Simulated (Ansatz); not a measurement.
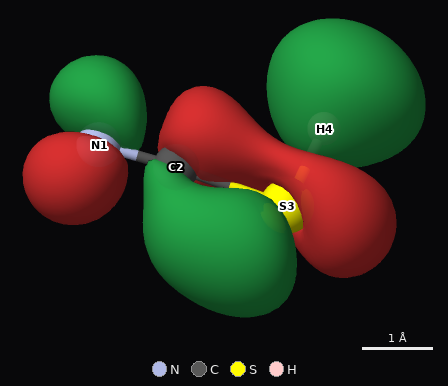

CHNS. The LUMO at ±0.1 Å⁻³ᐟ² (green and red are the two phases), seen at a tilt.

The calculation used UKS PBE0-D4/def2-SVP (Ansatz 0.2.0).

### Describe this orbital and give its energy.

It lies mainly on S3 (about 35 %), H4 (about 25 %), N1 (about 20 %) and C2 (about 20 %); it is symmetric in the molecular plane (an in-plane orbital: σ, lone-pair or in-plane π type). Its energy is −0.69 eV.
